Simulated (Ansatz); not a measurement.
# CH$_{7}$O$_{2}$SbSi: geometry relaxation

System: CH$_{7}$O$_{2}$SbSi.
Method: RKS PBE0-D4/def2-mTZVP (Ansatz 0.2.0).

It belongs to a series of runs on one base structure; here: end point A relaxed. Figures and captions count atoms from 1; the log counts them from 0 in places.

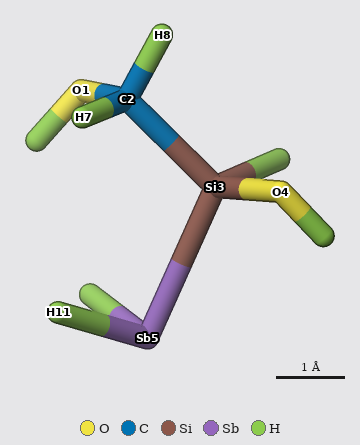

**Figure 1.** The structure as given in the input (stick view, seen at a tilt; atoms are numbered from 1 in the order of the input). Sticks mark near contacts.

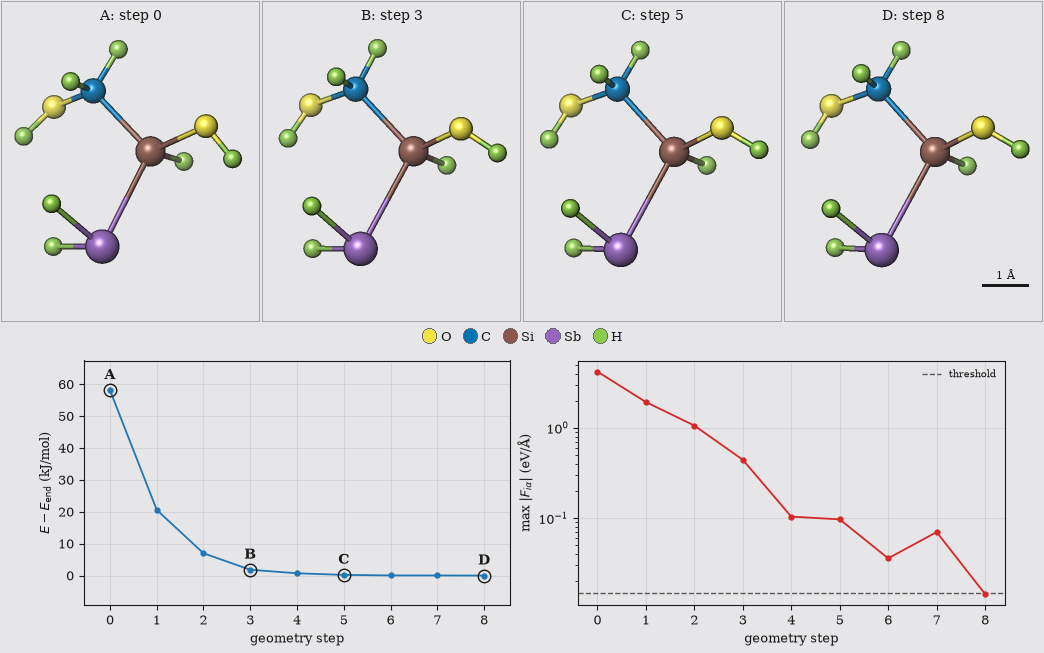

**Figure 2.** Frames of the relaxation (ball-and-stick view, seen at a tilt) above the curves, on which the letters mark them (the first geometry is step 0 here and step 1 in the log).

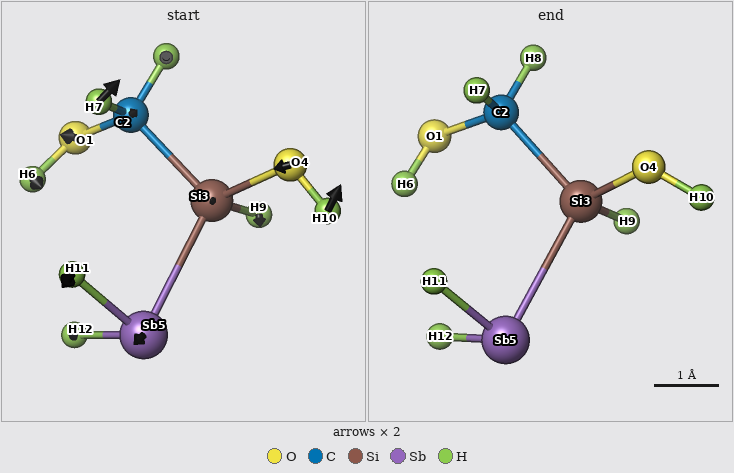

**Figure 3.** Before (left) and after (right) the relaxation, at one scale (ball-and-stick view, seen at a tilt). The black arrows give the displacements, magnified 2 times. Over 8 geometry steps the energy falls by 58.2 kJ/mol. The largest force component goes from 4.2 to 0.014 eV/Å. H7 moves most after the best rigid fit: 0.25 Å. Largest moves by element: H 0.25 Å, O 0.16 Å, Sb 0.13 Å, C 0.07 Å, Si 0.04 Å. Among the contacts that change: Si3–O4 1.815 → 1.663 Å, O1–C2 1.337 → 1.422 Å, Si3–Sb5 2.514 → 2.593 Å, O1–H6 1.006 → 0.965 Å. Among the angles that change: Si3–O4–H10 102.4° → 117.8°, Sb5–Si3–H9 112.0° → 107.3°, O4–Si3–H9 106.4° → 110.7°. (Atoms are counted from 1 in the order of the input.)

The input and output of the run follow.

### Input
```yaml
crystal:
  periodic: [false, false, false]
  atoms:
    - { symbol: O, position_ang: [-1.626, -0.1062, 1.1961] }
    - { symbol: C, position_ang: [-0.3613, -0.54, 1.1847] }
    - { symbol: Si, position_ang: [0.6849, 0.5393, 0.0803] }
    - { symbol: O, position_ang: [2.4145, -0.0026, 0.1762] }
    - { symbol: Sb, position_ang: [-0.0794, 0.401, -2.3106] }
    - { symbol: H, position_ang: [-2.1021, -0.3953, 0.3583] }
    - { symbol: H, position_ang: [-0.2875, -1.5902, 0.8381] }
    - { symbol: H, position_ang: [0.0778, -0.4783, 2.2139] }
    - { symbol: H, position_ang: [0.6532, 1.9482, 0.6011] }
    - { symbol: H, position_ang: [2.8457, 0.6026, -0.388] }
    - { symbol: H, position_ang: [-0.4449, -1.3075, -2.1012] }
    - { symbol: H, position_ang: [-1.6978, 0.8739, -1.8149] }
basis:
  gaussian: { orbitals: def2-mTZVP }
hamiltonian:
  xc: pbe0
  dispersion: d4
relax:
  f_tol: 0.015
  max_steps: 40
```

Command:
```bash
ansatz run input.yaml --threads 2 --pin off --max-ram 3072MiB --backend cpu --events-out ev --progress --plain --runs-dir out
```

### The program's output
```
The last accepted step is kept in [file] (removed where the run ends without a failure and the disk answers)
Engine: ansatz 0.2.0, x86_64-unknown-linux-gnu
Functional definition: PBE0
  parameter a = 0.25
  parameter kappa = 0.804
  parameter beta = 0.06672455060314922
  exchange = (1 - a)*pbe_x(kappa = kappa, mu = beta*pi^2/3) + a*exact_x
  correlation = pbe_c(beta = beta)
1599 factors; integrals over basis functions are off by at most 5.7e-4 eV
mean field evaluation 1: about -19644.2693 eV, gradient 7.1e1 eV
mean field evaluation 2: about -19622.6802 eV, gradient 1.2e2 eV
mean field evaluation 4: about -19653.3554 eV, gradient 8.6e0 eV
mean field evaluation 8: about -19653.5690 eV, gradient 7.6e-1 eV
mean field evaluation 16: about -19653.5701 eV, gradient 3.6e-5 eV
mean field -19653.57009680 eV, -722.2553793893 hartree, gradient 3.6e-5 eV, S^2 0.000000; 0 other end points of the search recorded, 0 dependent functions left out
the calculation of the forces begins
reference -19653.57013174 eV, -722.2553806732 hartree; 33, 33 occupied and 113, 113 virtual orbitals, 1599 factors
relax step   1: F+E_penalty+E_count = -19653.83290887 eV  Δ(F+E_penalty+E_count) = +0.000e0 eV  max|allowed force component| = 4.201e0 eV/Å  Δτ_max = 0.0000 Å  (28 SCF iters, accepted)
these checks for a lower state are left out or cut short: starts, cluster_reference, orbital_swaps, neighbouring_geometries, increment
1599 factors; integrals over basis functions are off by at most 5.8e-4 eV
mean field -19653.96478649 eV, -722.2698839678 hartree, gradient 1.5e-5 eV, S^2 0.000000; 0 other end points of the search recorded, 0 dependent functions left out
the calculation of the forces begins
reference -19653.96482140 eV, -722.2698852508 hartree; 33, 33 occupied and 113, 113 virtual orbitals, 1599 factors
relax step   2: F+E_penalty+E_count = -19654.22208723 eV  Δ(F+E_penalty+E_count) = -3.892e-1 eV  max|allowed force component| = 1.934e0 eV/Å  Δτ_max = 0.1548 Å  (30 SCF iters, accepted)
these checks for a lower state are left out or cut short: starts, cluster_reference, orbital_swaps, neighbouring_geometries, increment
1599 factors; integrals over basis functions are off by at most 5.5e-4 eV
mean field evaluation 32: about -19654.1029 eV, gradient 1.1e-5 eV
mean field -19654.10287126 eV, -722.2749584894 hartree, gradient 1.1e-5 eV, S^2 0.000000; 0 other end points of the search recorded, 0 dependent functions left out
the calculation of the forces begins
reference -19654.10290625 eV, -722.2749597753 hartree; 33, 33 occupied and 113, 113 virtual orbitals, 1599 factors
relax step   3: F+E_penalty+E_count = -19654.36327626 eV  Δ(F+E_penalty+E_count) = -1.412e-1 eV  max|allowed force component| = 1.061e0 eV/Å  Δτ_max = 0.1374 Å  (30 SCF iters, accepted)
these checks for a lower state are left out or cut short: starts, cluster_reference, orbital_swaps, neighbouring_geometries, increment
1599 factors; integrals over basis functions are off by at most 5.6e-4 eV
mean field -19654.15505847 eV, -722.2768763340 hartree, gradient 2.2e-5 eV, S^2 0.000000; 0 other end points of the search recorded, 0 dependent functions left out
the calculation of the forces begins
reference -19654.15509324 eV, -722.2768776118 hartree; 33, 33 occupied and 113, 113 virtual orbitals, 1599 factors
relax step   4: F+E_penalty+E_count = -19654.41666512 eV  Δ(F+E_penalty+E_count) = -5.339e-2 eV  max|allowed force component| = 4.433e-1 eV/Å  Δτ_max = 0.0899 Å  (30 SCF iters, accepted)
these checks for a lower state are left out or cut short: starts, cluster_reference, orbital_swaps, neighbouring_geometries, increment
1599 factors; integrals over basis functions are off by at most 5.6e-4 eV
mean field -19654.16701215 eV, -722.2773156237 hartree, gradient 1.9e-5 eV, S^2 0.000000; 0 other end points of the search recorded, 0 dependent functions left out
the calculation of the forces begins
reference -19654.16704685 eV, -722.2773168989 hartree; 33, 33 occupied and 113, 113 virtual orbitals, 1599 factors
relax step   5: F+E_penalty+E_count = -19654.42824959 eV  Δ(F+E_penalty+E_count) = -1.158e-2 eV  max|allowed force component| = 1.040e-1 eV/Å  Δτ_max = 0.0546 Å  (31 SCF iters, accepted)
these checks for a lower state are left out or cut short: starts, cluster_reference, orbital_swaps, neighbouring_geometries, increment
1599 factors; integrals over basis functions are off by at most 5.6e-4 eV
mean field -19654.17231123 eV, -722.2775103611 hartree, gradient 1.8e-5 eV, S^2 0.000000; 0 other end points of the search recorded, 0 dependent functions left out
the calculation of the forces begins
reference -19654.17234606 eV, -722.2775116414 hartree; 33, 33 occupied and 113, 113 virtual orbitals, 1599 factors
relax step   6: F+E_penalty+E_count = -19654.43342430 eV  Δ(F+E_penalty+E_count) = -5.175e-3 eV  max|allowed force component| = 9.699e-2 eV/Å  Δτ_max = 0.0556 Å  (31 SCF iters, accepted)
these checks for a lower state are left out or cut short: starts, cluster_reference, orbital_swaps, neighbouring_geometries, increment
1599 factors; integrals over basis functions are off by at most 5.6e-4 eV
mean field -19654.17399466 eV, -722.2775722261 hartree, gradient 1.5e-5 eV, S^2 0.000000; 0 other end points of the search recorded, 0 dependent functions left out
the calculation of the forces begins
reference -19654.17402945 eV, -722.2775735048 hartree; 33, 33 occupied and 113, 113 virtual orbitals, 1599 factors
relax step   7: F+E_penalty+E_count = -19654.43526106 eV  Δ(F+E_penalty+E_count) = -1.837e-3 eV  max|allowed force component| = 3.593e-2 eV/Å  Δτ_max = 0.0120 Å  (24 SCF iters, accepted)
these checks for a lower state are left out or cut short: starts, cluster_reference, orbital_swaps, neighbouring_geometries, increment
1599 factors; integrals over basis functions are off by at most 5.6e-4 eV
mean field evaluation 64: about -19654.1740 eV, gradient 1.2e-3 eV
mean field -19654.17404777 eV, -722.2775741779 hartree, gradient 1.8e-5 eV, S^2 0.000000; 0 other end points of the search recorded, 0 dependent functions left out
the calculation of the forces begins
reference -19654.17408255 eV, -722.2775754561 hartree; 33, 33 occupied and 113, 113 virtual orbitals, 1599 factors
relax step   8: F+E_penalty+E_count = -19654.43530858 eV  Δ(F+E_penalty+E_count) = -4.752e-5 eV  max|allowed force component| = 7.010e-2 eV/Å  Δτ_max = 0.0223 Å  (32 SCF iters, accepted)
these checks for a lower state are left out or cut short: starts, cluster_reference, orbital_swaps, neighbouring_geometries, increment
1599 factors; integrals over basis functions are off by at most 5.6e-4 eV
mean field -19654.17433701 eV, -722.2775848074 hartree, gradient 1.6e-5 eV, S^2 0.000000; 0 other end points of the search recorded, 0 dependent functions left out
the calculation of the forces begins
reference -19654.17437181 eV, -722.2775860861 hartree; 33, 33 occupied and 113, 113 virtual orbitals, 1599 factors
relax step   9: F+E_penalty+E_count = -19654.43562913 eV  Δ(F+E_penalty+E_count) = -3.206e-4 eV  max|allowed force component| = 1.442e-2 eV/Å  Δτ_max = 0.0100 Å  (25 SCF iters, accepted)
1599 factors; integrals over basis functions are off by at most 5.6e-4 eV
mean field -19654.17433701 eV, -722.2775848074 hartree, gradient 1.6e-5 eV, S^2 0.000000; 1 other end points of the search recorded, 0 dependent functions left out
the calculation of the forces begins
reference -19654.17437181 eV, -722.2775860861 hartree; 33, 33 occupied and 113, 113 virtual orbitals, 1599 factors
Total energy: -19654.43566393 eV, -722.2871883944 hartree
Atom 0 at    -1.685197    -0.245013     1.155698 Å, force     0.009955    -0.001865     0.003023 eV/Å
Atom 1 at    -0.298908    -0.555476     1.213908 Å, force    -0.014423    -0.004461    -0.003720 eV/Å
Atom 2 at     0.722316     0.546258     0.064519 Å, force    -0.000131     0.007022    -0.000291 eV/Å
Atom 3 at     2.279500    -0.032071     0.141523 Å, force     0.002036    -0.002023     0.002017 eV/Å
Atom 4 at    -0.184154     0.441562    -2.362830 Å, force     0.000567    -0.000326    -0.001592 eV/Å
Atom 5 at    -1.990863    -0.400619     0.253530 Å, force     0.002926     0.001288    -0.000350 eV/Å
Atom 6 at    -0.103479    -1.615435     1.001247 Å, force     0.002816     0.002021     0.002806 eV/Å
Atom 7 at     0.012847    -0.382926     2.248109 Å, force    -0.001471     0.000494    -0.000368 eV/Å
Atom 8 at     0.666945     1.974511     0.498857 Å, force    -0.000900    -0.002779    -0.002065 eV/Å
Atom 9 at     2.982143     0.525686    -0.203892 Å, force    -0.000550    -0.000266    -0.000812 eV/Å
Atom 10 at    -0.577249    -1.219952    -2.159322 Å, force    -0.001160     0.001847    -0.000172 eV/Å
Atom 11 at    -1.746802     0.908375    -1.817346 Å, force     0.000336    -0.000953     0.001525 eV/Å
Dipole moment:     0.335256     0.100679    -0.238177 e Å
```

### Trajectory as extended XYZ (Å, eV, eV/Å), 9 frames, from step=1 to step=9
```
12
Properties=species:S:1:pos:R:3:forces:R:3 step=1 energy=-19653.83291
O    -1.6260   -0.1062    1.1961   -4.2010   0.5958  -1.2248
C    -0.3613   -0.5400    1.1847    3.1134  -1.5915   0.3609
Si    0.6849    0.5393    0.0803    2.9258  -0.3027   0.7312
O     2.4145   -0.0026    0.1762   -3.6768  -0.2204   0.7225
Sb   -0.0794    0.4010   -2.3106   -0.6831  -0.2828  -0.5304
H    -2.1021   -0.3953    0.3583    0.9522   0.6082   1.5539
H    -0.2875   -1.5902    0.8381    0.2280   0.1256   0.3740
H     0.0778   -0.4783    2.2139   -0.4571  -0.2031  -0.5899
H     0.6532    1.9482    0.6011   -0.0782  -0.1097  -0.2090
H     2.8457    0.6026   -0.3880    1.3847   1.0397  -1.0435
H    -0.4449   -1.3075   -2.1012    0.0721   0.5152  -0.0139
H    -1.6978    0.8739   -1.8149    0.4198  -0.1744  -0.1312
12
Properties=species:S:1:pos:R:3:forces:R:3 step=2 energy=-19654.22209
O    -1.6601   -0.1444    1.2509   -1.5223   0.2176  -0.2751
C    -0.3419   -0.5631    1.2310    1.3400  -0.7310   0.0755
Si    0.6937    0.5251    0.0924    1.7127  -0.2923  -0.3995
O     2.3546   -0.0424    0.1569   -1.9336   0.8541  -0.1741
Sb   -0.0851    0.4618   -2.4262    0.3571   0.0958   0.4027
H    -2.1021   -0.3983    0.4200    0.3374   0.1531   0.4244
H    -0.2258   -1.6280    0.9563   -0.0486   0.1864   0.0458
H     0.0650   -0.4843    2.2540   -0.1893   0.0572  -0.2189
H     0.6349    1.9581    0.5246    0.0165  -0.1119   0.0543
H     2.8789    0.5890   -0.3520    0.2867  -0.1865   0.0895
H    -0.4713   -1.1594   -2.1377    0.0039  -0.4857  -0.1060
H    -1.6636    0.8309   -1.9361   -0.3605   0.2432   0.0814
12
Properties=species:S:1:pos:R:3:forces:R:3 step=3 energy=-19654.36328
O    -1.6623   -0.1439    1.2015   -0.1031   0.0020   0.2434
C    -0.3079   -0.5567    1.1814    0.3441  -0.0878   0.0896
Si    0.7520    0.5692    0.0836   -0.3603  -0.4925   0.0523
O     2.3117   -0.0270    0.2032    0.3725   1.0615  -0.7228
Sb   -0.1840    0.3927   -2.3603    0.4704   0.3330  -0.1228
H    -2.0672   -0.3447    0.3532    0.0324  -0.0302  -0.1943
H    -0.1774   -1.6147    0.8999   -0.1148   0.1399  -0.0877
H     0.0617   -0.4989    2.2103   -0.0860   0.1050   0.0407
H     0.6944    1.9892    0.5461    0.0079  -0.0236  -0.0746
H     2.9369    0.5957   -0.2326   -0.3169  -0.8112   0.5094
H    -0.5256   -1.2615   -2.1654   -0.0644  -0.2207   0.1154
H    -1.7553    0.8457   -1.8870   -0.1818   0.0244   0.1515
12
Properties=species:S:1:pos:R:3:forces:R:3 step=4 energy=-19654.41667
O    -1.6862   -0.1951    1.2016   -0.0334   0.0635   0.1816
C    -0.3169   -0.5614    1.2105    0.1628  -0.0592  -0.0091
Si    0.7213    0.5612    0.0917   -0.1369  -0.1635  -0.1981
O     2.2777   -0.0225    0.1201    0.4433   0.4022  -0.1765
Sb   -0.1503    0.4176   -2.3506    0.1414   0.1434  -0.0253
H    -2.0326   -0.3538    0.3195   -0.0755  -0.0121  -0.2008
H    -0.1699   -1.6130    0.9273    0.0113   0.0117  -0.0256
H     0.0237   -0.4813    2.2447    0.0089   0.0681   0.0735
H     0.6972    1.9860    0.5177   -0.0551   0.0754   0.0782
H     2.9403    0.5779   -0.2642   -0.2837  -0.4209   0.2468
H    -0.4999   -1.2395   -2.1164   -0.0511  -0.1205   0.0147
H    -1.7274    0.8687   -1.8679   -0.1319   0.0119   0.0407
12
Properties=species:S:1:pos:R:3:forces:R:3 step=5 energy=-19654.42825
O    -1.6806   -0.2138    1.1788   -0.0501   0.0083  -0.0078
C    -0.3042   -0.5607    1.2132    0.0677  -0.0523  -0.0528
Si    0.7228    0.5440    0.0699    0.0932   0.0331   0.0905
O     2.2896   -0.0213    0.1503   -0.0536   0.0777  -0.1040
Sb   -0.1744    0.4421   -2.3570   -0.0039  -0.0746  -0.0333
H    -2.0044   -0.3720    0.2837   -0.0246   0.0153  -0.0049
H    -0.1398   -1.6151    0.9523    0.0020  -0.0213   0.0388
H     0.0226   -0.4416    2.2501    0.0148   0.0345  -0.0201
H     0.6828    1.9701    0.4971   -0.0427   0.0684   0.0481
H     2.9679    0.5506   -0.2258   -0.0287  -0.0878   0.0531
H    -0.5416   -1.2195   -2.1109   -0.0055  -0.0178  -0.0595
H    -1.7635    0.8820   -1.8678    0.0313   0.0166   0.0519
12
Properties=species:S:1:pos:R:3:forces:R:3 step=6 energy=-19654.43342
O    -1.6818   -0.2313    1.1704   -0.0203   0.0195   0.0441
C    -0.2991   -0.5597    1.2090   -0.0381   0.0513   0.0339
Si    0.7191    0.5572    0.0723    0.0310  -0.0970  -0.0928
O     2.2760   -0.0273    0.1397   -0.0023   0.0431   0.0023
Sb   -0.1765    0.4319   -2.3655    0.0071   0.0456   0.0365
H    -2.0049   -0.3824    0.2741    0.0150  -0.0049  -0.0278
H    -0.1237   -1.6196    0.9839    0.0477   0.0020  -0.0281
H     0.0269   -0.4029    2.2411   -0.0165  -0.0110   0.0219
H     0.6734    1.9837    0.5178   -0.0280  -0.0360  -0.0162
H     2.9737    0.5330   -0.2124    0.0059  -0.0175   0.0081
H    -0.5603   -1.2320   -2.1617    0.0024   0.0123   0.0219
H    -1.7456    0.8943   -1.8347   -0.0038  -0.0074  -0.0039
12
Properties=species:S:1:pos:R:3:forces:R:3 step=7 energy=-19654.43526
O    -1.6836   -0.2348    1.1658    0.0165  -0.0100  -0.0042
C    -0.2990   -0.5581    1.2120   -0.0359   0.0254   0.0072
Si    0.7198    0.5507    0.0679    0.0238  -0.0147  -0.0069
O     2.2776   -0.0286    0.1407   -0.0152   0.0008   0.0022
Sb   -0.1793    0.4386   -2.3630   -0.0128  -0.0001   0.0076
H    -1.9973   -0.3844    0.2652    0.0053   0.0024   0.0065
H    -0.1145   -1.6169    0.9859    0.0088  -0.0040   0.0023
H     0.0207   -0.3989    2.2461   -0.0044  -0.0041  -0.0051
H     0.6680    1.9770    0.5095   -0.0128  -0.0075  -0.0077
H     2.9774    0.5284   -0.2112    0.0128   0.0034  -0.0031
H    -0.5622   -1.2250   -2.1522    0.0018   0.0113  -0.0029
H    -1.7505    0.8970   -1.8327    0.0120  -0.0029   0.0040
12
Properties=species:S:1:pos:R:3:forces:R:3 step=8 energy=-19654.43531
O    -1.6839   -0.2377    1.1584    0.0363  -0.0012   0.0663
C    -0.2989   -0.5559    1.2131   -0.0273   0.0318   0.0048
Si    0.7217    0.5480    0.0655    0.0189  -0.0166  -0.0156
O     2.2790   -0.0326    0.1392   -0.0325  -0.0038   0.0104
Sb   -0.1821    0.4399   -2.3635   -0.0089   0.0138   0.0067
H    -1.9935   -0.4061    0.2615   -0.0313  -0.0035  -0.0701
H    -0.1100   -1.6153    0.9958    0.0121  -0.0160  -0.0013
H     0.0155   -0.3887    2.2471    0.0020  -0.0007   0.0081
H     0.6717    1.9762    0.5004   -0.0094  -0.0056   0.0013
H     2.9789    0.5300   -0.2024    0.0313   0.0112  -0.0105
H    -0.5739   -1.2212   -2.1567   -0.0042  -0.0023   0.0013
H    -1.7474    0.9083   -1.8243    0.0130  -0.0070  -0.0013
12
Properties=species:S:1:pos:R:3:forces:R:3 step=9 energy=-19654.43563
O    -1.6852   -0.2450    1.1557    0.0100  -0.0019   0.0030
C    -0.2989   -0.5555    1.2139   -0.0144  -0.0045  -0.0037
Si    0.7223    0.5463    0.0645   -0.0001   0.0070  -0.0003
O     2.2795   -0.0321    0.1415    0.0020  -0.0020   0.0020
Sb   -0.1842    0.4416   -2.3628    0.0006  -0.0003  -0.0016
H    -1.9909   -0.4006    0.2535    0.0029   0.0013  -0.0003
H    -0.1035   -1.6154    1.0012    0.0028   0.0020   0.0028
H     0.0128   -0.3829    2.2481   -0.0015   0.0005  -0.0004
H     0.6669    1.9745    0.4989   -0.0009  -0.0028  -0.0021
H     2.9821    0.5257   -0.2039   -0.0006  -0.0003  -0.0008
H    -0.5772   -1.2200   -2.1593   -0.0012   0.0018  -0.0002
H    -1.7468    0.9084   -1.8173    0.0003  -0.0010   0.0015
```

### Key numbers

| quantity | value |
| --- | --- |
| outcome | converged |
| total energy | −19654.4357 eV |
| mean-field energy | −19654.1744 eV |
| largest force (length of the vector) at the end | 0.016 eV/Å |
| hardware | 2 threads of Intel Xeon (Sapphire Rapids), 16 GiB of memory available, shared host |
| wall time | 45 s (CPU time 86 s) |
| peak memory | 0.47 GiB |
